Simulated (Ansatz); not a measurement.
**SiNH₅ (singlet): wave-function methods side by side at distance N1–H4 along a hydrogen transfer = 1.322 Å, cc-pVDZ**

Aim: climb from Hartree-Fock through coupled cluster and multireference methods for SiNH₅ (singlet) at one geometry and basis, and see what each rung misses.

The runs use Ansatz 0.2.0, Gaussian basis; cc-pVDZ, core rule «outside noble gas», up to 6 orbitals frozen.

Plan: UHF; CCSD(T) on RHF; CCSD(T) on UHF; BCCD(T) on RHF; CISD; CCSDT(Q) on RHF; CASSCF and MRCISD+Q, 2 electrons in 2 orbitals; CASSCF and NEVPT2, 2 electrons in 2 orbitals; CASSCF and MRCISD+Q, 8 electrons in 8 orbitals; CASSCF and NEVPT2, 8 electrons in 8 orbitals.

7 further runs of the same task are left out: 1 for a mislabelled method, 3 that didn't finish, 3 set aside as unsound or not needed.

### 1 The system

The geometry derives from fragments relaxed apart (PBE0/def2-TZVP) and kept rigid, so it is no stationary point. A hydrogen atom is moved between rigid fragments.

7 atoms, charge 0, spin multiplicity 1.

Atoms are counted from 1 here; the program's logs count them from 0.

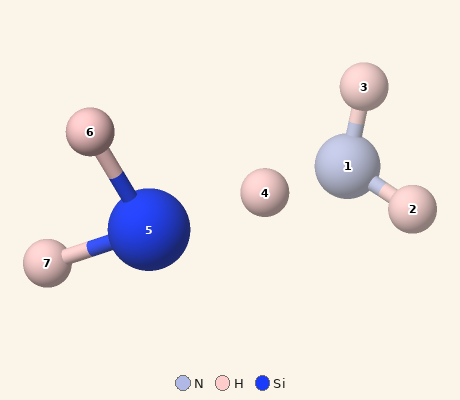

The geometry (nitrogen light blue, hydrogen pink, silicon blue); atoms are numbered from 1 in the order of the file.

In the tables R marks a restricted determinant and U an unrestricted one; 'frontier' is the active space of 8 electrons in 8 orbitals; 'pair' is the active space of 2 electrons in 2 orbitals; energies count from the table's Hartree-Fock row.

### 2 UHF

in.yaml

```yaml
crystal:
  periodic: [false, false, false]
  atoms:
    - {symbol: N, position_ang: [-2.068855, 0.025300, -0.018825]}
    - {symbol: H, position_ang: [-2.366135, 0.993134, -0.018825]}
    - {symbol: H, position_ang: [-2.366134, -0.376999, 0.861435]}
    - {symbol: H, position_ang: [-0.746855, 0.025300, -0.018825]}
    - {symbol: Si, position_ang: [1.105145, 0.025300, -0.018825]}
    - {symbol: H, position_ang: [1.717325, -0.848984, 1.071187]}
    - {symbol: H, position_ang: [1.717325, -0.848984, -1.108837]}
basis:
  gaussian: {orbitals: cc-pVDZ}
magnetization: {spin_polarized: true, initial_magnetization: 0}
hamiltonian: {xc: hf}
output: {orbitals: {seedname: orbitals}}
```

Command:

```console
> ansatz run in.yaml --threads 1 --pin off --events-out ev --progress --plain --max-ram 2393MiB
```

The program printed:

```text
Functional definition: HF
  name "HF"
  cite "Fock, Z. Phys. 61, 126 (1930) doi:10.1007/BF01340294"
  parent pbe
  exchange = exact_x
  correlation = 0
537 factors; integrals over basis functions are off by at most 1.4e-3 eV
mean field evaluation 1: about -9416.1223 eV, gradient 2.2e1 eV
mean field evaluation 2: about -9416.1235 eV, gradient 2.2e1 eV
mean field evaluation 4: about -9418.9929 eV, gradient 1.9e0 eV
mean field evaluation 8: about -9419.0873 eV, gradient 1.3e-1 eV
mean field evaluation 16: about -9419.4437 eV, gradient 1.5e-1 eV
mean field evaluation 32: about -9419.4451 eV, gradient 1.0e-2 eV
mean field evaluation 64: about -9415.9058 eV, gradient 8.5e0 eV
mean field -9419.44510171 eV, -346.1582227586 hartree, gradient 2.6e-5 eV, S^2 0.696637; 3 other end points of the search recorded, 0 dependent functions left out
reference -9419.44510171 eV, -346.1582227586 hartree; 13, 13 occupied and 44, 44 virtual orbitals, 537 factors
Total energy: -9419.44510171 eV, -346.1582227586 hartree
```

Wall time 0.81 s (1 thread of Intel Xeon 6975P-C, shared host).

From the report: ⟨S²⟩ of the determinant 0.697 (pure singlet: 0.00). The determinant is far from a pure spin state, so its energy mixes those of several spin states (harmless only where they are near-degenerate, as at dissociation).

The unrestricted solution breaks the spin symmetry, so the restricted determinant is unstable here.

### 3 CCSD(T) on RHF

Edit in.yaml of step 2 so:

```diff
@@ -12,4 +12,3 @@
   gaussian: {orbitals: cc-pVDZ}
-magnetization: {spin_polarized: true, initial_magnetization: 0}
-hamiltonian: {xc: hf}
-output: {orbitals: {seedname: orbitals}}
+magnetization: {spin_polarized: false}
+correlation: {method: ccsd_t, electrons: outside_noble_gas}
```

Same command.

The program printed, shortened:

```text
Functional definition: HF
  name "HF"
  cite "Fock, Z. Phys. 61, 126 (1930) doi:10.1007/BF01340294"
  parent pbe
[...]
537 factors; integrals over basis functions are off by at most 1.4e-3 eV
[...]
mean field -9419.08821805 eV, -346.1451075260 hartree, gradient 2.8e-6 eV, S^2 0.000000; 0 other end points of the search recorded, 0 dependent functions left out; unrestricted orbitals would lower it
6 core orbitals not correlated: weight in the atoms' cores, before any rotation towards them, 1.000 or more for the frozen orbitals, at most 0.000 for the correlated occupied ones
reference -9419.08821805 eV, -346.1451075260 hartree; 7, 7 occupied and 44, 44 virtual orbitals, 537 factors
second order -8.02445241 eV of doubles, -0.00000000 eV of singles
cycle   1  -8.73556880 eV  change   -7.1e-1 eV  update   8.4e-2
[...]
cycle  14  -9.17736494 eV  change   -7.2e-6 eV  update   9.7e-6
perturbative correction -0.27228412 eV, -0.0100062570 hartree
Total energy: -9428.53786711 eV, -346.4923757240 hartree
```

Wall time 0.85 s (1 thread of Intel Xeon 6975P-C, shared host).

From the report: correlation -9.4496 eV; T1 0.017; largest double amplitude 0.13.

### 4 CCSD(T) on UHF

Edit in.yaml of step 3 so:

```diff
@@ -12,3 +12,3 @@
   gaussian: {orbitals: cc-pVDZ}
-magnetization: {spin_polarized: false}
+magnetization: {spin_polarized: true, initial_magnetization: 0}
 correlation: {method: ccsd_t, electrons: outside_noble_gas}
```

Same command.

The program printed, shortened:

```text
Functional definition: HF
  name "HF"
  cite "Fock, Z. Phys. 61, 126 (1930) doi:10.1007/BF01340294"
  parent pbe
[...]
537 factors; integrals over basis functions are off by at most 1.4e-3 eV
[...]
mean field -9419.44510171 eV, -346.1582227586 hartree, gradient 2.0e-6 eV, S^2 0.696634; 9 other end points of the search recorded, 0 dependent functions left out
determinant -9419.44510171 eV, -346.1582227586 hartree, with singles and doubles -9428.12386768 eV, -346.4771615253 hartree
determinant -9417.65324232 eV, -346.0923731404 hartree, with singles and doubles -9426.74357808 eV, -346.4264368180 hartree
determinant -9416.94024863 eV, -346.0661711056 hartree, with singles and doubles -9425.31489036 eV, -346.3739335127 hartree
determinant -9419.08821805 eV, -346.1451075260 hartree, with singles and doubles -9428.26520235 eV, -346.4823554787 hartree
6 core orbitals not correlated: weight in the atoms' cores, before any rotation towards them, 1.000 or more for the frozen orbitals, at most 0.000 for the correlated occupied ones
reference -9419.44510171 eV, -346.1582227586 hartree; 7, 7 occupied and 44, 44 virtual orbitals, 537 factors
second order -7.37170974 eV of doubles, -0.00000000 eV of singles
cycle   1  -8.68427060 eV  change   -5.5e-3 eV  update   1.2e-2
[...]
cycle  12  -8.74983597 eV  change   -5.3e-6 eV  update   6.8e-6
perturbative correction -0.27163883 eV, -0.0099825430 hartree
Total energy: -9428.46657652 eV, -346.4897558428 hartree
```

Run time: 5.5 s. Hardware: 1 thread of Intel Xeon 6975P-C, shared host.

From the report: ⟨S²⟩ of the determinant 0.697 (pure singlet: 0.00); correlation -9.0215 eV; T1 0.065; largest double amplitude 0.11. The determinant is far from a pure spin state, so its energy mixes those of several spin states (harmless only where they are near-degenerate, as at dissociation).

### 5 BCCD(T) on RHF

Edit in.yaml of step 4 so:

```diff
@@ -12,3 +12,3 @@
   gaussian: {orbitals: cc-pVDZ}
-magnetization: {spin_polarized: true, initial_magnetization: 0}
-correlation: {method: ccsd_t, electrons: outside_noble_gas}
+magnetization: {spin_polarized: false}
+correlation: {method: bccd_t, electrons: outside_noble_gas}
```

Same command.

The program printed, shortened:

```text
Functional definition: HF
  name "HF"
  cite "Fock, Z. Phys. 61, 126 (1930) doi:10.1007/BF01340294"
  parent pbe
[...]
537 factors; integrals over basis functions are off by at most 1.4e-3 eV
[...]
mean field -9419.08821805 eV, -346.1451075260 hartree, gradient 2.8e-6 eV, S^2 0.000000; 0 other end points of the search recorded, 0 dependent functions left out; unrestricted orbitals would lower it
6 core orbitals not correlated: weight in the atoms' cores, before any rotation towards them, 1.000 or more for the frozen orbitals, at most 0.000 for the correlated occupied ones
reference -9419.08821805 eV, -346.1451075260 hartree; 7, 7 occupied and 44, 44 virtual orbitals, 537 factors
second order -8.02445241 eV of doubles, -0.00000000 eV of singles
cycle   1  -8.74953503 eV  change   -7.3e-1 eV  update   8.4e-2
[...]
cycle  13  -9.16125720 eV  change   -8.8e-6 eV  update   1.3e-5
perturbative correction -0.28956170 eV, -0.0106411963 hartree
Total energy: -9428.53903695 eV, -346.4924187146 hartree
```

Run time: 0.96 s. Hardware: 1 thread of Intel Xeon 6975P-C, shared host.

From the report: correlation -9.4508 eV; largest double amplitude 0.13.

### 6 CISD

Edit in.yaml of step 5 so:

```diff
@@ -12,3 +12,2 @@
   gaussian: {orbitals: cc-pVDZ}
-magnetization: {spin_polarized: false}
-correlation: {method: bccd_t, electrons: outside_noble_gas}
+correlation: {active_space: {ras: {orbitals: [7, 0, 44], electrons: 14, max_holes: 2, max_particles: 2}, fixed_orbitals: true}}
```

Same command.

The program printed:

```text
Functional definition: HF
  name "HF"
  cite "Fock, Z. Phys. 61, 126 (1930) doi:10.1007/BF01340294"
  parent pbe
  exchange = exact_x
  correlation = 0
537 factors; integrals over basis functions are off by at most 1.4e-3 eV
mean field evaluation 1: about -9416.1223 eV, gradient 3.2e1 eV
mean field evaluation 2: about -9416.1235 eV, gradient 3.2e1 eV
mean field evaluation 4: about -9418.9929 eV, gradient 2.7e0 eV
mean field evaluation 8: about -9419.0873 eV, gradient 1.8e-1 eV
mean field -9419.08821805 eV, -346.1451075260 hartree, gradient 2.8e-6 eV, S^2 0.000000; 0 other end points of the search recorded, 0 dependent functions left out
reference -9419.08821805 eV, -346.1451075260 hartree; 13, 13 occupied and 44, 44 virtual orbitals, 537 factors
state -9427.28880620 eV, -346.4464735821 hartree
Total energy: -9427.28880620 eV, -346.4464735821 hartree
```

Run time: 3 s. Hardware: 1 thread of Intel Xeon 6975P-C, shared host.

From the report: 135,213 determinants.

### 7 CCSDT(Q) on RHF

Edit in.yaml of step 6 so:

```diff
@@ -12,2 +12,3 @@
   gaussian: {orbitals: cc-pVDZ}
-correlation: {active_space: {ras: {orbitals: [7, 0, 44], electrons: 14, max_holes: 2, max_particles: 2}, fixed_orbitals: true}}
+magnetization: {spin_polarized: false}
+correlation: {method: ccsdt_q, electrons: outside_noble_gas}
```

The command is unchanged.

The program printed, shortened:

```text
Functional definition: HF
  name "HF"
  cite "Fock, Z. Phys. 61, 126 (1930) doi:10.1007/BF01340294"
  parent pbe
[...]
1095 factors; integrals over basis functions are off by at most 1.7e-7 eV
[...]
mean field -9419.08825709 eV, -346.1451089607 hartree, gradient 2.9e-6 eV, S^2 0.000000; 0 other end points of the search recorded, 0 dependent functions left out; unrestricted orbitals would lower it
6 core orbitals not correlated: weight in the atoms' cores, before any rotation towards them, 1.000 or more for the frozen orbitals, at most 0.000 for the correlated occupied ones
reference -9419.08825709 eV, -346.1451089607 hartree; 7, 7 occupied and 44, 44 virtual orbitals, 1095 factors
second order -8.02450477 eV of doubles, -0.00000000 eV of singles
cycle   1  -8.73556216 eV  change   -7.1e-1 eV  update   9.4e-2
[...]
cycle  24  -9.48795727 eV  change   -3.0e-7 eV  update   3.5e-7
perturbative correction -0.02482350 eV, -0.0009122467 hartree
Total energy: -9428.60103786 eV, -346.4946972059 hartree
```

Wall time 46 s (1 thread of Intel Xeon 6975P-C, shared host); peak memory 0.69 GiB.

From the report: correlation -9.5128 eV; T1 0.020; largest double amplitude 0.18.

### 8 CASSCF and MRCISD+Q, 2 electrons in 2 orbitals

Edit in.yaml of step 7 so:

```diff
@@ -12,3 +12,2 @@
   gaussian: {orbitals: cc-pVDZ}
-magnetization: {spin_polarized: false}
-correlation: {method: ccsdt_q, electrons: outside_noble_gas}
+correlation: {method: fic_mrcisd_q, electrons: outside_noble_gas, active_space: {window: {electrons: 2, orbitals: 2}}}
```

Launched as before.

The program printed, shortened:

```text
Functional definition: HF
  name "HF"
  cite "Fock, Z. Phys. 61, 126 (1930) doi:10.1007/BF01340294"
  parent pbe
[...]
537 factors; integrals over basis functions are off by at most 1.4e-3 eV
[...]
mean field -9419.08821805 eV, -346.1451075260 hartree, gradient 2.8e-6 eV, S^2 0.000000; 0 other end points of the search recorded, 0 dependent functions left out; unrestricted orbitals would lower it
reference -9419.08821805 eV, -346.1451075260 hartree; 13, 13 occupied and 44, 44 virtual orbitals, 537 factors
state -9419.84036914 eV, -346.1727485688 hartree
contracted CI cycle   1: correlation 0.00000000 eV, 0.0000000000 hartree, residual 2.51e1 eV
contracted CI cycle   2: correlation -7.33867927 eV, -0.2696914887 hartree, residual 4.28e0 eV
contracted CI cycle   3: correlation -7.60382923 eV, -0.2794355703 hartree, residual 1.25e0 eV
contracted CI cycle   4: correlation -7.63382894 eV, -0.2805380393 hartree, residual 5.24e-1 eV
contracted CI cycle   5: correlation -7.63996131 eV, -0.2807633994 hartree, residual 2.70e-1 eV
contracted CI cycle   6: correlation -7.64137161 eV, -0.2808152273 hartree, residual 1.23e-1 eV
contracted CI cycle   7: correlation -7.64164878 eV, -0.2808254131 hartree, residual 5.44e-2 eV
contracted CI cycle   8: correlation -7.64170795 eV, -0.2808275875 hartree, residual 2.59e-2 eV
contracted CI cycle   9: correlation -7.64172115 eV, -0.2808280725 hartree, residual 1.19e-2 eV
contracted CI cycle  10: correlation -7.64172390 eV, -0.2808281738 hartree, residual 5.19e-3 eV
contracted CI cycle  11: correlation -7.64172450 eV, -0.2808281958 hartree, residual 2.52e-3 eV
contracted CI cycle  12: correlation -7.64172464 eV, -0.2808282008 hartree, residual 1.09e-3 eV
state -9419.84036914 eV, -346.1727485688 hartree; corrected -9428.42531514 eV, -346.4882395152 hartree
Total energy: -9428.42531514 eV, -346.4882395152 hartree
```

It took 1.1 s on 1 thread of Intel Xeon 6975P-C, shared host.

From the report: 4 determinants; active occupations 1.94, 0.06.

### 9 CASSCF and NEVPT2, 2 electrons in 2 orbitals

Edit in.yaml of step 8 so:

```diff
@@ -12,2 +12,2 @@
   gaussian: {orbitals: cc-pVDZ}
-correlation: {method: fic_mrcisd_q, electrons: outside_noble_gas, active_space: {window: {electrons: 2, orbitals: 2}}}
+correlation: {method: sc_nevpt2, electrons: outside_noble_gas, active_space: {window: {electrons: 2, orbitals: 2}}}
```

Same command.

The program printed:

```text
Functional definition: HF
  name "HF"
  cite "Fock, Z. Phys. 61, 126 (1930) doi:10.1007/BF01340294"
  parent pbe
  exchange = exact_x
  correlation = 0
537 factors; integrals over basis functions are off by at most 1.4e-3 eV
mean field evaluation 1: about -9416.1223 eV, gradient 3.2e1 eV
mean field evaluation 2: about -9416.1235 eV, gradient 3.2e1 eV
mean field evaluation 4: about -9418.9929 eV, gradient 2.7e0 eV
mean field evaluation 8: about -9419.0873 eV, gradient 1.8e-1 eV
mean field -9419.08821805 eV, -346.1451075260 hartree, gradient 2.8e-6 eV, S^2 0.000000; 0 other end points of the search recorded, 0 dependent functions left out; unrestricted orbitals would lower it
reference -9419.08821805 eV, -346.1451075260 hartree; 13, 13 occupied and 44, 44 virtual orbitals, 537 factors
state -9419.84036914 eV, -346.1727485688 hartree
state -9419.84036914 eV, -346.1727485688 hartree; corrected -9427.05273798 eV, -346.4377982347 hartree
Total energy: -9427.05273798 eV, -346.4377982347 hartree
```

It took 0.72 s on 1 thread of Intel Xeon 6975P-C, shared host.

From the report: 4 determinants; active occupations 1.94, 0.06.

### 10 CASSCF and MRCISD+Q, 8 electrons in 8 orbitals

Edit in.yaml of step 9 so:

```diff
@@ -12,2 +12,2 @@
   gaussian: {orbitals: cc-pVDZ}
-correlation: {method: sc_nevpt2, electrons: outside_noble_gas, active_space: {window: {electrons: 2, orbitals: 2}}}
+correlation: {method: fic_mrcisd_q, electrons: outside_noble_gas, active_space: {window: {electrons: 8, orbitals: 8}}}
```

Launched as before.

The program printed, shortened:

```text
Functional definition: HF
  name "HF"
  cite "Fock, Z. Phys. 61, 126 (1930) doi:10.1007/BF01340294"
  parent pbe
[...]
537 factors; integrals over basis functions are off by at most 1.4e-3 eV
[...]
mean field -9419.08821805 eV, -346.1451075260 hartree, gradient 2.8e-6 eV, S^2 0.000000; 0 other end points of the search recorded, 0 dependent functions left out; unrestricted orbitals would lower it
reference -9419.08821805 eV, -346.1451075260 hartree; 13, 13 occupied and 44, 44 virtual orbitals, 537 factors
state -9421.96671411 eV, -346.2508903051 hartree
contracted CI cycle   1: correlation 0.00000000 eV, 0.0000000000 hartree, residual 2.21e1 eV
contracted CI cycle   2: correlation -5.79105597 eV, -0.2128173817 hartree, residual 3.95e0 eV
contracted CI cycle   3: correlation -5.98883683 eV, -0.2200856941 hartree, residual 1.03e0 eV
[...]
contracted CI cycle   3: correlation -6.33948710 eV, -0.2329718539 hartree, residual 1.11e0 eV
contracted CI cycle   4: correlation -6.35704234 eV, -0.2336169971 hartree, residual 3.37e-1 eV
contracted CI cycle   5: correlation -6.35874369 eV, -0.2336795204 hartree, residual 1.21e-1 eV
contracted CI cycle   6: correlation -6.35898214 eV, -0.2336882832 hartree, residual 4.73e-2 eV
contracted CI cycle   7: correlation -6.35901819 eV, -0.2336896082 hartree, residual 1.85e-2 eV
contracted CI cycle   8: correlation -6.35902381 eV, -0.2336898148 hartree, residual 7.42e-3 eV
contracted CI cycle   9: correlation -6.35902478 eV, -0.2336898504 hartree, residual 3.20e-3 eV
contracted CI cycle  10: correlation -6.35902496 eV, -0.2336898571 hartree, residual 1.39e-3 eV
state -9421.54912173 eV, -346.2355440680 hartree; corrected -9428.50876740 eV, -346.4913063293 hartree
state -9421.96671411 eV, -346.2508903051 hartree; corrected -9428.54050137 eV, -346.4924725311 hartree
Total energy: -9428.54050137 eV, -346.4924725311 hartree
```

Run time: 10 s. Hardware: 1 thread of Intel Xeon 6975P-C, shared host; peak memory 0.35 GiB.

From the report: 4,900 determinants; active occupations 1.98, 1.98, 1.97, 1.88, 0.13, 0.03, 0.02, 0.02.

### 11 CASSCF and NEVPT2, 8 electrons in 8 orbitals

Edit in.yaml of step 10 so:

```diff
@@ -12,2 +12,2 @@
   gaussian: {orbitals: cc-pVDZ}
-correlation: {method: fic_mrcisd_q, electrons: outside_noble_gas, active_space: {window: {electrons: 8, orbitals: 8}}}
+correlation: {method: sc_nevpt2, electrons: outside_noble_gas, active_space: {window: {electrons: 8, orbitals: 8}}}
```

The command is unchanged.

The program printed, shortened:

```text
Functional definition: HF
  name "HF"
  cite "Fock, Z. Phys. 61, 126 (1930) doi:10.1007/BF01340294"
  parent pbe
[...]
537 factors; integrals over basis functions are off by at most 1.4e-3 eV
[...]
mean field -9419.08821805 eV, -346.1451075260 hartree, gradient 2.8e-6 eV, S^2 0.000000; 0 other end points of the search recorded, 0 dependent functions left out; unrestricted orbitals would lower it
reference -9419.08821805 eV, -346.1451075260 hartree; 13, 13 occupied and 44, 44 virtual orbitals, 537 factors
state -9421.96671411 eV, -346.2508903051 hartree
state -9421.96671411 eV, -346.2508903051 hartree; corrected -9427.09885928 eV, -346.4394931613 hartree
state -9421.54912173 eV, -346.2355440680 hartree
state -9421.54912173 eV, -346.2355440680 hartree; corrected -9427.20460639 eV, -346.4433792959 hartree
state -9421.54912173 eV, -346.2355440680 hartree; corrected -9427.20460639 eV, -346.4433792959 hartree
the orbitals are reached from a further start. From the first start the search ends at -9421.96666338 eV, -346.2508884409 hartree
WARN: the results are in doubt because another end's mean lies 0.418 eV lower, and its corrected mean 0.106 eV higher
Total energy: -9427.20460639 eV, -346.4433792959 hartree
In doubt: another end's mean lies 0.418 eV lower, and its corrected mean 0.106 eV higher
```

It took 6 s on 1 thread of Intel Xeon 6975P-C, shared host.

From the report: 4,900 determinants; active occupations 1.98, 1.98, 1.97, 1.87, 0.14, 0.03, 0.02, 0.02. Mind the lines of doubt at the end of the log.

### 12 Misses and costs

No level here is safe as a reference; RCCSDT(Q) serves as a yardstick only. Rows without a time come out of other runs: HF, MP2 and CCSD of CCSD(T), CCSDT of CCSDT(Q), CASSCF and MRCISD of the multireference runs.

Differences are taken before rounding.

| method | energy from the lowest RHF (meV) | from RCCSDT(Q) (meV) | time |
| --- | --- | --- | --- |
| RHF | 0.0 | +9512.8 |  |
| UHF | -356.9 | +9155.9 |  |
| RMP2 | -8024.5 | +1488.4 |  |
| UMP2 | -7728.6 | +1784.2 |  |
| CISD | -8200.6 | +1312.2 | 3 s |
| RCCSD | -9177.4 | +335.5 |  |
| UCCSD | -9106.7 | +406.1 |  |
| RCCSD(T) | -9449.6 | +63.2 | 0.85 s |
| UCCSD(T) | -9378.4 | +134.5 | 5.5 s |
| BCCD(T) | -9450.8 | +62.0 | 0.96 s |
| RCCSDT | -9488.0 | +24.8 |  |
| RCCSDT(Q) | -9512.8 | 0 | 46 s |
| CASSCF pair | -752.2 | +8760.7 |  |
| NEVPT2 pair | -7964.5 | +1548.3 | 0.72 s |
| MRCISD pair | -8393.9 | +1118.9 |  |
| MRCISD+Q pair | -9337.1 | +175.7 | 1.1 s |
| CASSCF frontier | -2878.5 | +6634.3 |  |
| MRCISD frontier | -8884.7 | +628.1 |  |
| MRCISD+Q frontier | -9452.3 | +60.5 | 10 s |

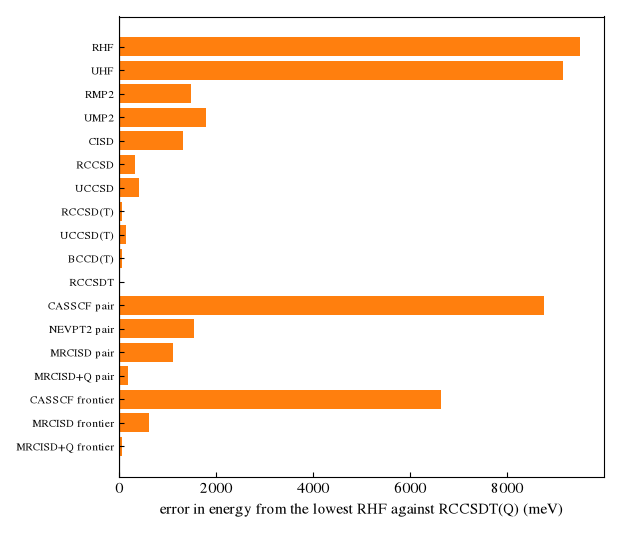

Error of each method against RCCSDT(Q).

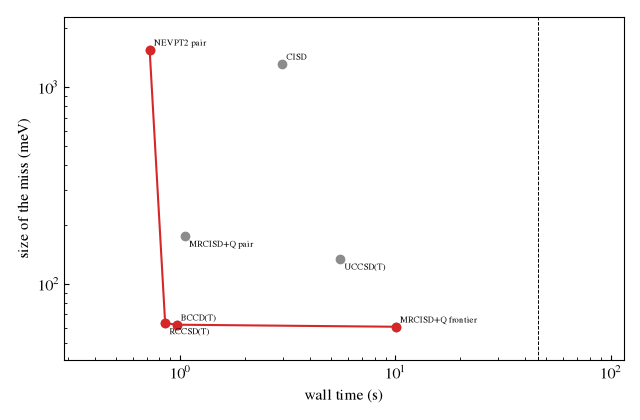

Miss against cost. Red marks the levels that no quicker level drawn beats (of those quicker than the yardstick), and the dashed line is the time of RCCSDT(Q). Times are from a shared host.

Not comparable, so not listed: CASSCF and NEVPT2, 8 electrons in 8 orbitals (they don't share determinant, frozen orbitals or solution with the rows shown, or repeat one).

### 13 What came out

```
                        quantity        value
  RCCSDT(Q) below the RHF energy   -9.5128 eV
             RMP2 from RCCSDT(Q)  +1488.4 meV
             UMP2 from RCCSDT(Q)  +1784.2 meV
            RCCSD from RCCSDT(Q)   +335.5 meV
         RCCSD(T) from RCCSDT(Q)    +63.2 meV
         UCCSD(T) from RCCSDT(Q)   +134.5 meV
      NEVPT2 pair from RCCSDT(Q)  +1548.3 meV
    MRCISD+Q pair from RCCSDT(Q)   +175.7 meV
MRCISD+Q frontier from RCCSDT(Q)    +60.5 meV
                   T1 diagnostic        0.017
```

What this shows: RCCSD(T) lands +63.2 meV from the yardstick (0.7 % of the correlation energy). CCSD(T) misses by +63.2 meV on the restricted determinant and by +134.5 meV on the unrestricted one; the two need not hold the same state or core. Warnings: restricted reference is unstable; spin contamination.
